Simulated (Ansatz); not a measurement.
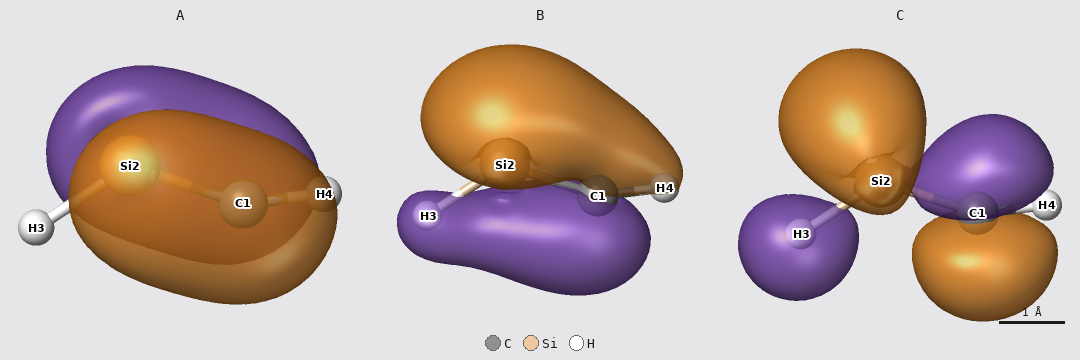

Figure 1: CH$_{2}$Si. Three frontier orbitals at ±0.1 Å⁻³ᐟ² (orange and purple are the two phases), in no order.

Geometry: PBE0-D3(BJ)/def2-SVP.

Theory: Ansatz, isolated molecule in a Gaussian basis; Kohn-Sham density functional theory, functional PBE0.

```xyz
4

C     0.4442   -0.3740    0.8970
Si    0.5692    0.6185   -0.4048
H    -0.4246    0.7374   -1.5050
H     0.7847   -0.8076    1.8357
```

Q: Which picture is the HOMO−1, the HOMO and the LUMO?

A: B is the HOMO−1 (−7.35 eV). By Hirshfeld shares it lies mainly on Si2 (about 55 %) and C1 (about 40 %); it is symmetric in the molecular plane (an in-plane orbital: σ, lone-pair or in-plane π type). A is the HOMO (−6.87 eV). It lies mainly on C1 (about 55 %) and Si2 (about 40 %); it changes sign across the molecular plane (π type); π-bonding across C1–Si2. C is the LUMO (−3.07 eV). By Hirshfeld shares it lies mainly on Si2 (about 45 %), C1 (about 40 %) and H3 (about 10 %); it is symmetric in the molecular plane (an in-plane orbital: σ, lone-pair or in-plane π type).

Q: What is the HOMO–LUMO gap?

A: 3.80 eV between the orbital energies.
